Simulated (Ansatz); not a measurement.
# Lattice dynamics of BAu2 (built on the sites of a database entry of AlAu2)

How does BAu2 (built on the sites of a database entry of AlAu2) vibrate, and is this structure a minimum?

Calculated with Ansatz 0.2.0; DFT PBEsol, scalar-relativistic, plane waves, norm-conserving pseudopotentials.

The structure was built from a prototype and need not be the compound's stable phase.

### 1. The structure

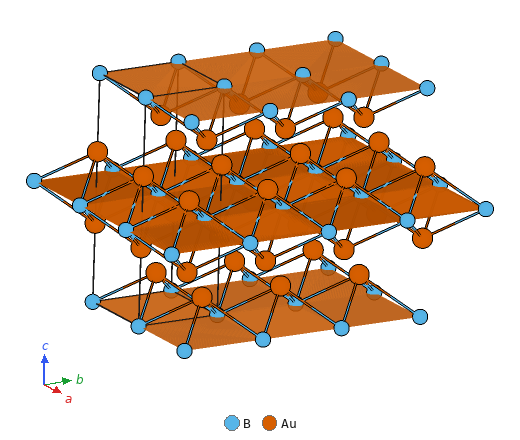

Start, viewed slightly off an axis; boron blue, gold orange. 2×3×1 cells are drawn. This picture shows the conventional cell, with its axes. Some periodic images of atoms are drawn too.

### 2. Relaxation

The cell and atoms are relaxed, since residual forces and stress would shift the frequencies.

The input, input.yaml:

```yaml
crystal:
  lattice:
    - [-1.5888, 1.5888, 4.18139]
    - [1.5888, -1.5888, 4.18139]
    - [1.5888, 1.5888, -4.18139]
  atoms:
    - { symbol: B, position: [0.0, 0.0, 0.0] }
    - { symbol: Au, position: [0.6562728, 0.6562728, 0.0] }
    - { symbol: Au, position: [0.3437272, 0.3437272, 0.0] }
kpoints:
  mp_grid: { grid: [18, 18, 18] }
hamiltonian:
  xc: pbesol
  pseudopotentials: { kind: nc }
scf:
  occupations: { method: gaussian, width: 0.1 }
output:
  forces: true
  stress: true
  eigenvalues: true
  write_density: true
  write_potential: true
  elf: true
  volumetric_format: npy
relax:
  adjacent_minimum: "off"
  f_tol: 0.005
  max_steps: 80
  cell: { stress_tol: 0.05 }
```

Command:

```console
$ ansatz run input.yaml --threads 8 --pin off --max-ram 14336MiB --backend cpu --events-out ev --progress --plain --runs-dir out
```

Numbers of over 12 decimals in the logs are rounded to 6 here.

The log of the run:

```text
Engine: ansatz 0.2.0, aarch64-unknown-linux-gnu
Pseudopotentials: kind: nc
Pseudopotential: B, nc, valence charge 3, recommended cutoff 1034.032677 eV (normal), B.nc.azcp (PseudoDojo's, or run here from an input of PseudoDojo's: the run reads no file of this project's for it)
Pseudopotential: Au, nc, valence charge 19, recommended cutoff 1034.032677 eV (normal), Au.nc.azcp (PseudoDojo's, or run here from an input of PseudoDojo's: the run reads no file of this project's for it)
Functional definition: PBEsol
  exchange = pbesol_x
  correlation = pbesol_c
Crystal: 3 atoms, lattice volume = 42.220 Å³
Basis set: ecut = 1034.032677 eV, 3225 PW (Γ), exchange–correlation on 100×100×100 points (8 copies of the dense FFT grid, shifted against one another)
Bands: 25, of which v1, the nominal top of the filled ones, is band 21 counted from 1 (20 counted from 0)
Symmetry: 16 space group operations
Space group: I4/mmm (ITA 139), of the structure as read, at distance tolerance 3.5e-5 Å
k-points: 480 of 5832
Non-local potential: B, projectors of the file, l = 0: 2, l = 1: 2
Non-local potential: Au, projectors of the file, l = 0: 2, l = 1: 2, l = 2: 2, l = 3: 1
Initial density: superposition of atomic densities (chi_scale 0.1, normalization cell, long waves kept (reshape's long-wave potential 0.01 eV rms))
Initial wavefunctions: pseudopotential atomic-orbital guess
Functional: x = pbesol(κ = 0.804, μ = 0.123457), c = pbesol(β = 0.046)
SCF iter   1: F=—  HF=-8102.117183 eV  |F-HF|=—  |Δ(HF+E_count)|=         —  Δρ=1.13e-1  dr2=8.50e0  ethr=3.10e-3  ⟨swp⟩=7.1  Hψ=56555  notcnv=0
preconditioner: auto → Kerker (q_TF=auto, 2.715 Å⁻¹)  [metal: Δε(μ)=0.004 eV  Ē_g=8.230 eV  σ=0.100 eV  W_gap=0.02  n_scr=10 (ndim 8)  ℏωp=28.6 eV  f_vac=0.000  D(μ)=1.22/eV (n_scr^D=10)]
SCF iter   2: F=—  HF=-8100.391407 eV  |F-HF|=—  |Δ(HF+E_count)|=    1.73e0  Δρ=3.42e-2  dr2=6.72e-1  ethr=3.10e-3  ⟨swp⟩=3.3  Hψ=25499  notcnv=0  defer=149
SCF iter   3: F=—  HF=-8100.245591 eV  |F-HF|=—  |Δ(HF+E_count)|=   1.46e-1  Δρ=1.34e-2  dr2=6.73e-2  ethr=1.64e-3  ⟨swp⟩=2.7  Hψ=16901  notcnv=0  defer=161
SCF iter   4: F=—  HF=-8100.231697 eV  |F-HF|=—  |Δ(HF+E_count)|=   1.39e-2  Δρ=2.83e-3  dr2=2.96e-3  ethr=1.64e-4  ⟨swp⟩=2.5  Hψ=19010  notcnv=0  defer=159
SCF iter   5: F=—  HF=-8100.231193 eV  |F-HF|=—  |Δ(HF+E_count)|=   5.04e-4  Δρ=4.26e-4  dr2=1.02e-4  ethr=7.21e-6  ⟨swp⟩=2.1  Hψ=17618  notcnv=0  defer=159
SCF iter   6: F=—  HF=-8100.231184 eV  |F-HF|=—  |Δ(HF+E_count)|=   9.34e-6  Δρ=1.28e-4  dr2=9.96e-6  ethr=2.48e-7  ⟨swp⟩=2.3  Hψ=20103  notcnv=0  defer=159
SCF iter   7: F=—  HF=-8100.231348 eV  |F-HF|=—  |Δ(HF+E_count)|=   1.64e-4  Δρ=2.09e-5  dr2=2.52e-7  ethr=2.43e-8  ⟨swp⟩=2.4  Hψ=19814  notcnv=0  defer=159
SCF iter   8: F=-8100.231348 eV  HF=-8100.231348 eV  |F-HF|=2.22e-9  |Δ(HF+E_count)|=   6.08e-8  Δρ=3.46e-6  dr2=4.69e-9  ethr=2.44e-10  ⟨swp⟩=16.7  Hψ=111287  notcnv=0
SCF 1 converged in 8 iterations: F = -8100.231348 eV  dr2 = 4.69e-9
relax step   1: F+E_penalty+E_count = -8100.23134793 eV  Δ(F+E_penalty+E_count) = +0.000e0 eV  max|allowed force component| = 5.913e-1 eV/Å  Δτ_max = 0.0000 Å  P = +0.530 GPa  Ω = 42.220 Å³  (8 SCF iters, dr2 threshold 1.00e-7 eV, accepted)
Crystal: 3 atoms, lattice volume = 42.168 Å³
Basis set: ecut = 1034.032677 eV, 3179 PW (Γ), exchange–correlation on 100×100×100 points (8 copies of the dense FFT grid, shifted against one another)
Initial density: handed on by an earlier stage of this run
Initial wavefunctions: those handed on with the density
iter 1 solved again at ethr=5.73e-5 eV; its pass at ethr=3.10e-3 eV (dr2=2.35e-2 eV) is discarded
SCF iter   1: F=—  HF=-8100.461862 eV  |F-HF|=—  |Δ(HF+E_count)|=         —  Δρ=9.98e-3  dr2=2.44e-2  ethr=5.73e-5  ⟨swp⟩=1.9  Hψ=93496  notcnv=0
preconditioner: auto → Kerker (q_TF=auto, 2.716 Å⁻¹)  [metal: Δε(μ)=0.006 eV  Ē_g=9.124 eV  σ=0.100 eV  W_gap=0.03  n_scr=10 (ndim 8)  ℏωp=28.6 eV  f_vac=0.000  D(μ)=0.82/eV (n_scr^D=2)]
SCF iter   2: F=—  HF=-8100.456714 eV  |F-HF|=—  |Δ(HF+E_count)|=   5.15e-3  Δρ=5.26e-3  dr2=8.10e-3  ethr=5.73e-5  ⟨swp⟩=1.1  Hψ=12033  notcnv=0
SCF iter   3: F=—  HF=-8100.454429 eV  |F-HF|=—  |Δ(HF+E_count)|=   2.28e-3  Δρ=5.99e-4  dr2=1.53e-4  ethr=1.98e-5  ⟨swp⟩=2.1  Hψ=17680  notcnv=0
SCF iter   4: F=—  HF=-8100.454588 eV  |F-HF|=—  |Δ(HF+E_count)|=   1.58e-4  Δρ=2.09e-4  dr2=1.16e-5  ethr=3.73e-7  ⟨swp⟩=3.2  Hψ=27853  notcnv=0
SCF iter   5: F=—  HF=-8100.454586 eV  |F-HF|=—  |Δ(HF+E_count)|=   1.36e-6  Δρ=5.45e-5  dr2=1.41e-6  ethr=2.83e-8  ⟨swp⟩=2.8  Hψ=21960  notcnv=0
SCF iter   6: F=-8100.454586 eV  HF=-8100.454586 eV  |F-HF|=1.05e-7  |Δ(HF+E_count)|=   2.48e-7  Δρ=2.01e-5  dr2=1.49e-7  ethr=7.32e-10  ⟨swp⟩=14.8  Hψ=113268  notcnv=0
SCF 2 converged in 6 iterations: F = -8100.454586 eV  dr2 = 1.49e-7
relax step   2: F+E_penalty+E_count = -8100.45458604 eV  Δ(F+E_penalty+E_count) = -2.232e-1 eV  max|allowed force component| = 2.137e-1 eV/Å  Δτ_max = 0.0581 Å  P = -1.923 GPa  Ω = 42.168 Å³  energy of the carried Pulay correction = +8.034e-6 eV  (6 SCF iters, dr2 threshold 3.00e-7 eV, accepted)
Crystal: 3 atoms, lattice volume = 39.798 Å³
Basis set: ecut = 1034.032677 eV, 2993 PW (Γ), exchange–correlation on 100×100×100 points (8 copies of the dense FFT grid, shifted against one another)
iter 1 solved again at ethr=2.91e-4 eV; its pass at ethr=3.10e-3 eV (dr2=1.19e-1 eV) is discarded
SCF iter   1: F=—  HF=-8100.674006 eV  |F-HF|=—  |Δ(HF+E_count)|=         —  Δρ=1.59e-2  dr2=1.17e-1  ethr=2.91e-4  ⟨swp⟩=1.2  Hψ=95024  notcnv=0
preconditioner: auto → Kerker (q_TF=auto, 2.742 Å⁻¹)  [metal: Δε(μ)=0.016 eV  Ē_g=9.608 eV  σ=0.100 eV  W_gap=0.09  n_scr=12 (ndim 8)  ℏωp=29.4 eV  f_vac=0.000  D(μ)=1.15/eV (n_scr^D=10)]
SCF iter   2: F=—  HF=-8100.648396 eV  |F-HF|=—  |Δ(HF+E_count)|=   2.56e-2  Δρ=7.54e-3  dr2=2.11e-2  ethr=2.87e-4  ⟨swp⟩=2.0  Hψ=12841  notcnv=0
SCF iter   3: F=—  HF=-8100.642918 eV  |F-HF|=—  |Δ(HF+E_count)|=   5.48e-3  Δρ=1.58e-3  dr2=6.08e-4  ethr=5.14e-5  ⟨swp⟩=2.3  Hψ=17673  notcnv=0
SCF iter   4: F=—  HF=-8100.642822 eV  |F-HF|=—  |Δ(HF+E_count)|=   9.62e-5  Δρ=2.53e-4  dr2=1.32e-5  ethr=1.48e-6  ⟨swp⟩=2.1  Hψ=21810  notcnv=0  defer=1
SCF iter   5: F=—  HF=-8100.642986 eV  |F-HF|=—  |Δ(HF+E_count)|=   1.64e-4  Δρ=5.75e-5  dr2=6.79e-7  ethr=3.23e-8  ⟨swp⟩=2.2  Hψ=20378  notcnv=0  defer=1
SCF iter   6: F=-8100.642986 eV  HF=-8100.642986 eV  |F-HF|=3.01e-8  |Δ(HF+E_count)|=   7.33e-8  Δρ=1.34e-5  dr2=5.12e-8  ethr=7.32e-10  ⟨swp⟩=16.0  Hψ=116642  notcnv=0
SCF 3 converged in 6 iterations: F = -8100.642986 eV  dr2 = 5.12e-8
relax step   3: F+E_penalty+E_count = -8100.64298587 eV  Δ(F+E_penalty+E_count) = -1.884e-1 eV  max|allowed force component| = 6.966e-3 eV/Å  Δτ_max = 0.0489 Å  P = +6.582 GPa  Ω = 39.798 Å³  energy of the carried Pulay correction = +3.839e-4 eV  (6 SCF iters, dr2 threshold 3.00e-7 eV, accepted)
[... from here on, the SCF cycles and remarks between the steps are left out ...]
relax step   4: F+E_penalty+E_count = -8100.73180526 eV  Δ(F+E_penalty+E_count) = -8.882e-2 eV  max|allowed force component| = 2.114e-1 eV/Å  Δτ_max = 0.0282 Å  P = +1.117 GPa  Ω = 40.705 Å³  energy of the carried Pulay correction = +2.375e-4 eV  (6 SCF iters, dr2 threshold 3.00e-7 eV, accepted)
relax step   5: F+E_penalty+E_count = -8100.75161726 eV  Δ(F+E_penalty+E_count) = -1.981e-2 eV  max|allowed force component| = 1.129e-1 eV/Å  Δτ_max = 0.0000 Å  P = +1.095 GPa  Ω = 40.500 Å³  energy of the carried Pulay correction = +2.704e-4 eV  (5 SCF iters, dr2 threshold 3.00e-7 eV, accepted)
relax step   6: F+E_penalty+E_count = -8100.75503876 eV  Δ(F+E_penalty+E_count) = -3.422e-3 eV  max|allowed force component| = 2.464e-3 eV/Å  Δτ_max = 0.0031 Å  P = -0.374 GPa  Ω = 40.852 Å³  energy of the carried Pulay correction = +2.141e-4 eV  (5 SCF iters, dr2 threshold 3.00e-7 eV, accepted)
relax step   7: F+E_penalty+E_count = -8100.75518283 eV  Δ(F+E_penalty+E_count) = -1.441e-4 eV  max|allowed force component| = 2.929e-3 eV/Å  Δτ_max = 0.0004 Å  P = -0.026 GPa  Ω = 40.776 Å³  energy of the carried Pulay correction = +2.262e-4 eV  (3 SCF iters, dr2 threshold 3.00e-7 eV, accepted)
relax step   8: F+E_penalty+E_count = -8100.75518524 eV  Δ(F+E_penalty+E_count) = -2.412e-6 eV  max|allowed force component| = 1.130e-3 eV/Å  Δτ_max = 0.0001 Å  P = +0.011 GPa  Ω = 40.770 Å³  energy of the carried Pulay correction = +2.272e-4 eV  (3 SCF iters, dr2 threshold 8.99e-9 eV, accepted)
relax step   9: F+E_penalty+E_count = -8100.78361808 eV  Δ(F+E_penalty+E_count) = -2.843e-2 eV  max|allowed force component| = 1.855e-3 eV/Å  Δτ_max = 0.0000 Å  P = +1.047 GPa  Ω = 40.770 Å³  stress off target by 2.84e0 GPa  SCF on the basis re-selected at this cell (its energy is not comparable with the rows above)  (6 SCF iters)
relax step  10: F+E_penalty+E_count = -8100.79034746 eV  Δ(F+E_penalty+E_count) = -6.729e-3 eV  max|allowed force component| = 6.028e-2 eV/Å  Δτ_max = 0.0112 Å  P = +0.200 GPa  Ω = 41.023 Å³  energy of the carried Pulay correction = -4.213e-5 eV  (6 SCF iters, dr2 threshold 3.00e-7 eV, accepted)
relax step  11: F+E_penalty+E_count = -8100.79110343 eV  Δ(F+E_penalty+E_count) = -7.560e-4 eV  max|allowed force component| = 8.190e-3 eV/Å  Δτ_max = 0.0009 Å  P = -0.072 GPa  Ω = 41.076 Å³  energy of the carried Pulay correction = -5.104e-5 eV  (4 SCF iters, dr2 threshold 3.00e-7 eV, accepted)
relax step  12: F+E_penalty+E_count = -8100.79115915 eV  Δ(F+E_penalty+E_count) = -5.573e-5 eV  max|allowed force component| = 3.158e-3 eV/Å  Δτ_max = 0.0002 Å  P = +0.050 GPa  Ω = 41.052 Å³  energy of the carried Pulay correction = -4.699e-5 eV  (4 SCF iters, dr2 threshold 5.38e-8 eV, accepted)
relax step  13: F+E_penalty+E_count = -8100.79115994 eV  Δ(F+E_penalty+E_count) = -7.887e-7 eV  max|allowed force component| = 1.689e-4 eV/Å  Δτ_max = 0.0001 Å  P = +0.001 GPa  Ω = 41.062 Å³  energy of the carried Pulay correction = -4.869e-5 eV  (4 SCF iters, dr2 threshold 1.14e-8 eV, accepted)
iter 1 solved again at ethr=1.84e-7 eV; its pass at ethr=3.10e-3 eV (dr2=7.56e-5 eV) is discarded
SCF iter   1: F=—  HF=-8100.791299 eV  |F-HF|=—  |Δ(HF+E_count)|=         —  Δρ=4.10e-5  dr2=3.50e-8  ethr=1.84e-7  ⟨swp⟩=5.1  Hψ=107516  notcnv=0
eigensolver tolerance schedule: the retry pair's looser diagonalisation over-reported the residual by 2156.91 of it (diagonalisation noise at 0.15 of the residual, at the tolerance the schedule requests for it); recorded, not acted on — ethr = c·dr2/N_el stays at c = 1.0e-1
preconditioner: auto → Kerker (q_TF=auto, 2.728 Å⁻¹)  [metal: Δε(μ)=0.005 eV  Ē_g=9.528 eV  σ=0.100 eV  W_gap=0.03  n_scr=12 (ndim 8)  ℏωp=29.0 eV  f_vac=0.000  D(μ)=1.16/eV (n_scr^D=2)]
SCF iter   2: F=—  HF=-8100.791309 eV  |F-HF|=—  |Δ(HF+E_count)|=   1.05e-5  Δρ=2.12e-5  dr2=9.51e-9  ethr=8.55e-11  ⟨swp⟩=3.4  Hψ=31078  notcnv=0
SCF iter   3: F=—  HF=-8100.791309 eV  |F-HF|=—  |Δ(HF+E_count)|=   1.51e-8  Δρ=2.39e-6  dr2=9.56e-10  ethr=2.32e-11  ⟨swp⟩=2.1  Hψ=19206  notcnv=0
SCF iter   4: F=—  HF=-8100.791309 eV  |F-HF|=—  |Δ(HF+E_count)|=  1.10e-10  Δρ=5.87e-7  dr2=1.52e-10  ethr=2.33e-12  ⟨swp⟩=2.7  Hψ=21640  notcnv=0
SCF iter   5: F=—  HF=-8100.791309 eV  |F-HF|=—  |Δ(HF+E_count)|=  3.46e-11  Δρ=2.26e-7  dr2=3.49e-11  ethr=1.00e-12  ⟨swp⟩=11.2  Hψ=80116  notcnv=0
SCF iter   6: F=-8100.791309 eV  HF=-8100.791309 eV  |F-HF|=9.09e-13  |Δ(HF+E_count)|=  8.19e-12  Δρ=2.61e-8  dr2=1.70e-13  ethr=1.00e-12  ⟨swp⟩=7.8  Hψ=66369  notcnv=0
SCF 14 converged in 6 iterations: F = -8100.791309 eV  dr2 = 1.70e-13
relax step  14: F+E_penalty+E_count = -8100.79130950 eV  Δ(F+E_penalty+E_count) = -1.496e-4 eV  max|allowed force component| = 2.676e-4 eV/Å  Δτ_max = 0.0000 Å  P = +0.013 GPa  Ω = 41.062 Å³  stress off target by 3.97e-2 GPa  SCF on the basis re-selected at this cell (its energy is not comparable with the rows above)  (6 SCF iters)
basis re-selected at this cell: Δ(F+E_penalty+E_count) = -1.496e-4 eV, ΔP = +0.012 GPa vs the last step (what re-selecting the basis moved, of the pressure what is left beyond the Pulay correction that the steps carried, after the strain that the cell walked since its last selection, with what the two solves' SCF thresholds leave and, on support functions, any second-order correction that the steps lacked; it is no m [...]
SCF converged after 6 iterations
Free energy (F): -8100.791309 eV
Harris-Foulkes:  -8100.791309 eV  (|F-HF|=9.09e-13)
Internal energy: -8100.785517 eV  (E = F + TS)
E sigma→0 (E₀):  -8100.788413 eV
Entropy (-TS):   -0.005792 eV (-1.931 meV/atom)
Fermi energy:    19.671184 eV
--- Per-component energies (eV) ---
  E_band       = -448.699890
  E_kinetic    = 2357.856910
  E_local      = -5026.270429  (includes V_loc(G=0)·N_el)
  E_nonlocal   = 134.805442
  E_hartree    = 1567.886379
  E_xc         = -1398.808985
  E_vxc        = -1050.864563  (∫ρ·V_xc dr)
  E_ewald      = -5736.254834
  E_smearing   = -0.005792  (= −TS)
  E_closure    = -0.000000  (closes the sum)
  Σ components = -8100.791309   (vs F -8100.791309, Δ=0.00e0)
--- Forces (eV/Å), atoms counted from 1 ---
  atom   1  B      0.00000000     0.00000000     0.00000000
  atom   2  Au    -0.00000000    -0.00000000     0.00026764
  atom   3  Au    -0.00000000    -0.00000000    -0.00026764
  max |Σ_I F_I| component: 4.16e-17 eV/Å
--- Stress (GPa, compression-positive) ---
        0.000249       0.000000       0.000000
        0.000000       0.000249       0.000000
       -0.000000      -0.000000       0.039742
  P = ⅓ Tr σ = 0.0134 GPa (0.134 kbar)
--- Band table (eV; the first three rows and the last of 480) ---
  k-point 0: bands = [... 17 lower, 15.2361, 15.9672, 16.3674, 18.1423, 23.3473, 23.3473, 28.1188, 29.6156]
  k-point 1: bands = [... 17 lower, 15.7389, 16.1316, 16.2829, 18.2330, 23.0613, 23.2397, 27.6628, 29.8829]
  k-point 2: bands = [... 17 lower, 15.4907, 16.0267, 17.1734, 18.4821, 22.4008, 22.9640, 26.7398, 30.3071]
  k-point 479: bands = [... 17 lower, 16.2650, 16.3839, 16.3839, 21.1439, 22.5224, 22.5224, 24.8789, 30.5266]
--- Relaxed structure (12 steps of the walk, 12 accepted, 2 SCFs on fresh bases) ---
  F+E_penalty+E_count = -8100.79130950 eV   max|allowed force component| = 2.676e-4 eV/Å   (the final SCF, on the basis selected at the relaxed cell)
  cell:  # Å, volume = 41.0621 Å³
    - [-1.424374, 1.424374, 5.059798]
    - [1.424374, -1.424374, 5.059798]
    - [1.424374, 1.424374, -5.059798]
  atoms:
    - { symbol: B, position: [1.3855931542428251e-19, 1.3855931542428218e-19, 0] }
    - { symbol: Au, position: [0.638435, 0.638435, 0] }
    - { symbol: Au, position: [0.361565, 0.361565, 0] }
```

It took 5.5 min on 8 threads of Arm Neoverse N1, shared host; peak memory 1.5 GiB.

Step by step:

```csv
step,energy less that of the first step (eV),largest force component (eV/Å),pressure (GPa),volume (Å³)
1,0.0000,0.5913,0.53,42.22
2,-0.2232,0.2137,-1.92,42.17
3,-0.4116,0.0070,6.58,39.80
4,-0.5005,0.2114,1.12,40.70
5,-0.5203,0.1129,1.09,40.50
6,-0.5237,0.0025,-0.37,40.85
7,-0.5238,0.0029,-0.03,40.78
8,-0.5238,0.0011,0.01,40.77
9*,-0.5523,0.0019,1.05,40.77
10,-0.5590,0.0603,0.20,41.02
11,-0.5598,0.0082,-0.07,41.08
12,-0.5598,0.0032,0.05,41.05
13,-0.5598,0.0002,0.00,41.06
14*,-0.5600,0.0003,0.01,41.06
```

Relaxation steps marked * repeat the geometry before them on a plane-wave basis chosen anew for their cell, so energy and pressure can jump there.

The run keeps the 16 symmetry operations that it works with, so distortions that break them were not tested.

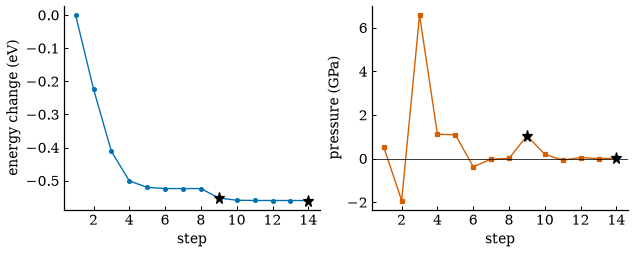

Energy and pressure along the relaxation. Stars mark steps on a basis chosen anew.

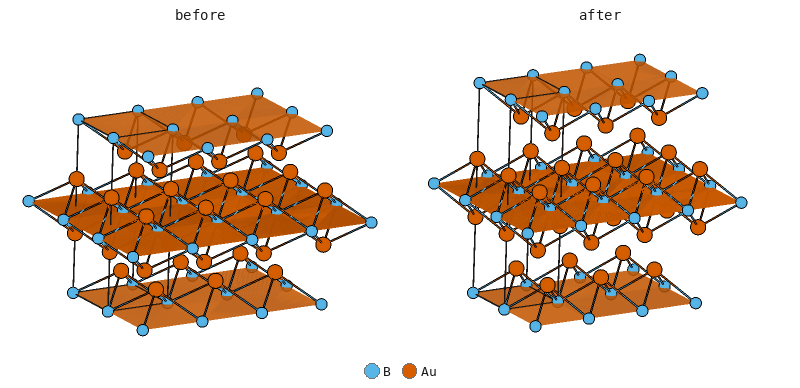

Before and after, at one scale.

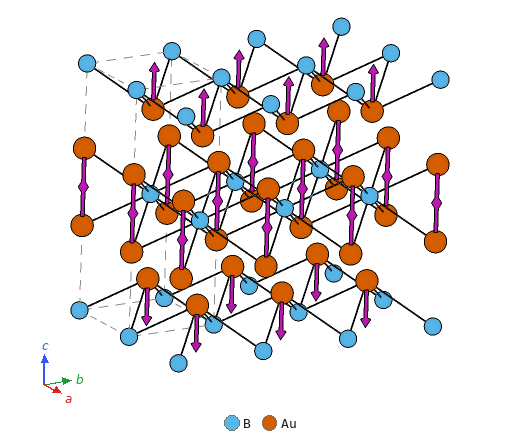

Displacements in the relaxation, exaggerated, measured against the changing cell; the longest in the cell stands for 0.18 Å. 2×3×1 conventional cells are drawn. Some periodic images of atoms are drawn too.

```csv
cell as run,before,after,change
a (Å),4.747,5.446,+14.7 %
b (Å),4.747,5.446,+14.7 %
c (Å),4.747,5.446,+14.7 %
α (°),140.89,149.68,+6.2 %
β (°),140.89,149.68,+6.2 %
γ (°),56.50,43.42,-23.2 %
volume (Å³/atom),14.07,13.69,-2.7 %
```

The atoms that moved most (Å, as changes of fractional coordinates times the final cell):

```csv
atom,dx,dy,dz,length
Au2,0.000,0.000,-0.181,0.181
Au3,0.000,0.000,0.181,0.181
```

The relaxed structure:

```xyz
3
Lattice="-1.4244 1.4244 5.0598 1.4244 -1.4244 5.0598 1.4244 1.4244 -5.0598" Properties=species:S:1:pos:R:3 pbc="T T T"
B     0.0000    0.0000    0.0000
Au    0.0000    0.0000    6.4607
Au    0.0000    0.0000    3.6589
```

Numbers from this step:

* pressure: 0.01341 GPa
* volume per atom: 13.69 Å³
* gap on the k-mesh: 0 eV

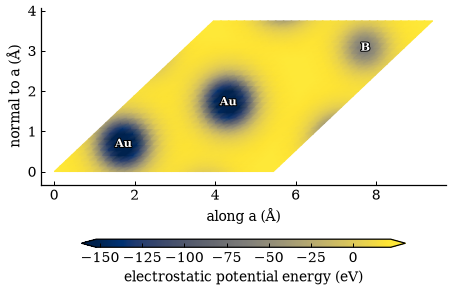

Electrostatic potential energy in the ab plane of the cell as run, not the conventional one, at fractional z = 0.000, with atoms of B and Au within 0.2 Å of it. With pseudopotentials it is smooth inside the atoms' cores, unlike the true potential. The map starts off the cell's origin, so that atoms lie inside it.

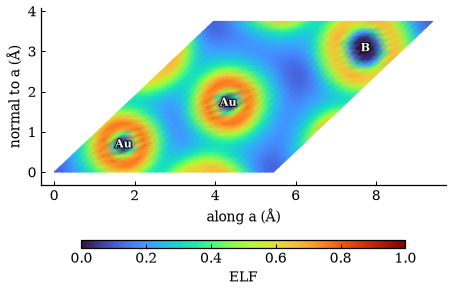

ELF in the ab plane of the cell as run, not the conventional one, at fractional z = 0.000, with atoms of B and Au within 0.2 Å of it. It is the smooth field of the valence electrons, not physical close to the nuclei. The map starts off the cell's origin, so that atoms lie inside it.

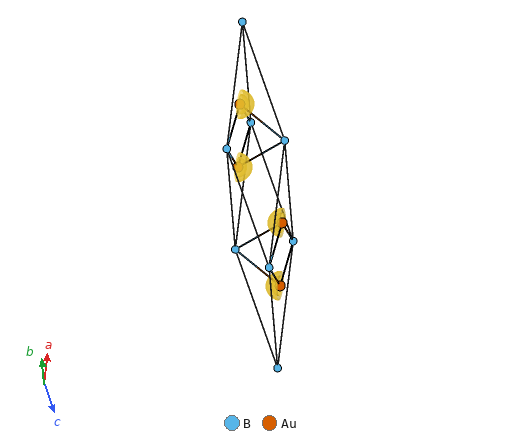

Surface of ELF = 0.71. Drawn on the cell as run, not the conventional one. Bonds to atoms that aren't drawn are left out.

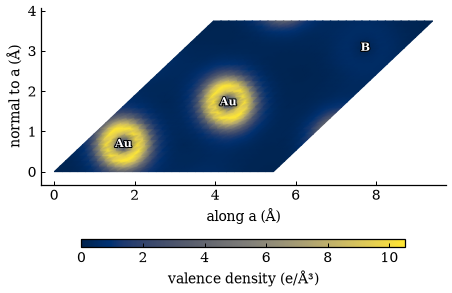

Valence density in the ab plane of the cell as run, not the conventional one, at fractional z = 0.000, with atoms of B and Au within 0.2 Å of it. It is the smooth field of the valence electrons, not physical close to the nuclei. The map starts off the cell's origin, so that atoms lie inside it.

In this step the volume went from 14.07 to 13.69 Å³/atom.

(Part 1 of 2 ends here.)

[Logs are printed without paths, hosts, clocks, repeated set-up lines and the standing remarks that a program may print on its own settings, such as how far it seeks lower states.]

[Hosts, paths, dates, database ids (printed as entryN), source tags and the programs' standing remarks are cut or masked in the printed files.]
